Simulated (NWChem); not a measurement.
# SiPH$_{5}$O$_{2}$: energy and gradient calculation

SiPH$_{5}$O$_{2}$, computed with HF/STO-3G, RHF (NWChem 7.3.0).

The geometry comes from this level: PBE0-D4/def2-TZVP.

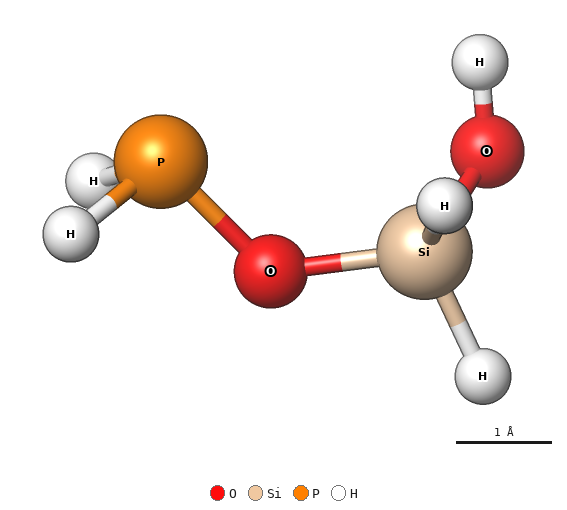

The input geometry (ball-and-stick view, seen at a tilt).

The input:
```python
from ase.io import read
from ase.calculators.nwchem import NWChem

system = read('test.xyz')

calc = NWChem(
    label='test',
    theory='scf',
    memory='2200 mb',
    basis='STO-3G',
    basispar='spherical bse',
    scf={'nopen': '0', 'rhf': None, 'thresh': '1e-08', 'maxiter': '80'},
)
system.calc = calc

forces = system.get_forces()
print("Total energy (eV):", round(system.get_potential_energy(), 6))
print("forces (eV/A):")
for s, f in zip(system.symbols, forces):
    print(f"{s:2s} {f[0]:10.5f} {f[1]:10.5f} {f[2]:10.5f}")
print("dipole (e A):", system.get_dipole_moment().round(4))
```

File test.xyz:
```
9

O     -0.307900     1.144300    -1.642900
Si     0.817700     0.562000    -0.606400
O      0.302400    -0.778100     0.201800
P     -0.942200    -0.834900     1.277600
H     -0.998700     1.706900    -1.290600
H      1.170600     1.605300     0.391300
H      1.964500     0.123500    -1.421100
H     -0.305900    -1.590900     2.302600
H     -1.612000    -1.984300     0.770600
```

File test.nwi:
```
title "test"

permanent_dir test

scratch_dir test

start test

geometry units angstrom nocenter noautosym noautoz
  O  -3.0790000000000001e-01 1.1443000000000001e+00 -1.6429000000000000e+00
  Si 8.1769999999999998e-01 5.6200000000000006e-01 -6.0640000000000005e-01
  O  3.0240000000000000e-01 -7.7810000000000001e-01 2.0180000000000001e-01
  P  -9.4220000000000004e-01 -8.3489999999999998e-01 1.2776000000000001e+00
  H  -9.9870000000000003e-01 1.7069000000000001e+00 -1.2906000000000000e+00
  H  1.1706000000000001e+00 1.6052999999999999e+00 3.9129999999999998e-01
  H  1.9644999999999999e+00 1.2350000000000000e-01 -1.4211000000000000e+00
  H  -3.0590000000000001e-01 -1.5909000000000000e+00 2.3026000000000000e+00
  H  -1.6120000000000001e+00 -1.9843000000000000e+00 7.7059999999999995e-01
end

memory 2200 mb

basis spherical bse noprint
   * library STO-3G
end

scf
  nopen 0
  rhf
  thresh 1e-08
  maxiter 80
end

task scf gradient
```

Launch command:
```bash
export ASE_NWCHEM_COMMAND="nwchem PREFIX.nwi > PREFIX.nwo"
python run.py
```

Output:
```
Total energy (eV): -21037.902201
forces (eV/A):
O     0.45976   -0.74243   -1.71277
Si    1.53335    0.68170    1.10789
O     0.92663   -0.55551   -0.78187
P    -1.22431   -1.12054    1.29306
H    -0.73693    0.70803    1.04546
H    -0.19931   -1.01682   -1.09611
H    -1.08701    0.53957    0.80753
H    -0.27598    0.61969   -0.85859
H     0.60380    0.88641    0.19546
dipole (e A): [-0.0761  0.1937  0.2368]
```

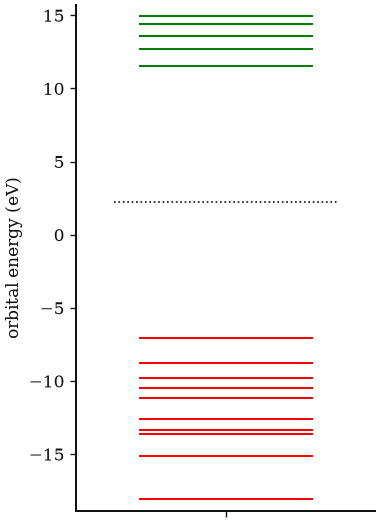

Orbital energies near the frontier; the dotted line parts filled from empty levels, and levels within 0.02 eV of each other stand side by side. Highest filled −7.07 eV, lowest empty 11.54 eV, 18.61 eV apart.

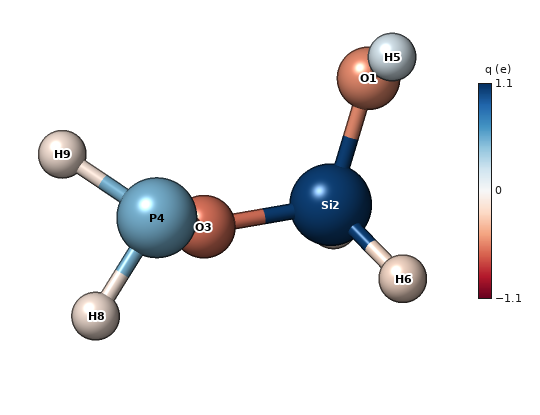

Mulliken charges, as the colour of each atom (ball-and-stick view, seen at an oblique angle; atoms are numbered from 1 in the order of the input). By element: O −0.59 to −0.51, Si +1.03, P +0.50 and H −0.19 to +0.17 e.

Results in brief:

| quantity | value |
| --- | --- |
| outcome | converged |
| total energy | −773.128652 hartree |
| basis functions | 33 |
| largest force | 2.104 eV/Å |
| HOMO | −7.07 eV |
| LUMO | 11.54 eV |
| dipole moment | 1.51 D |
| hardware | 1 thread of Intel Xeon @ 2.90GHz (Ice Lake), 16 GiB of memory available, shared host |
| wall time | 4.8 s |
| peak memory | 0.098 GiB |
